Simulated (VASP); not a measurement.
Energy against volume of AlN (zinc blende). Method: AM05 GGA, VASP's PBE PAW potentials (set 64) (plane waves; VASP 6.6.1).

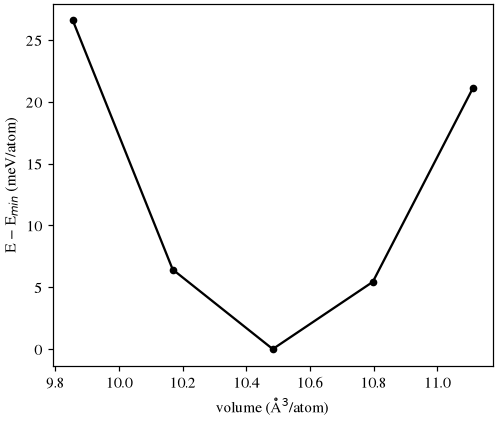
Figure. Energy against volume

Question: Estimate the equilibrium volume and the bulk modulus.

Answer: The minimum lies near 10.5 Å³/atom, and the curvature gives B0 of about 200 GPa.

The compound is AlN in the zinc blende structure, a metastable form; wurtzite is the usual one. It was relaxed first.
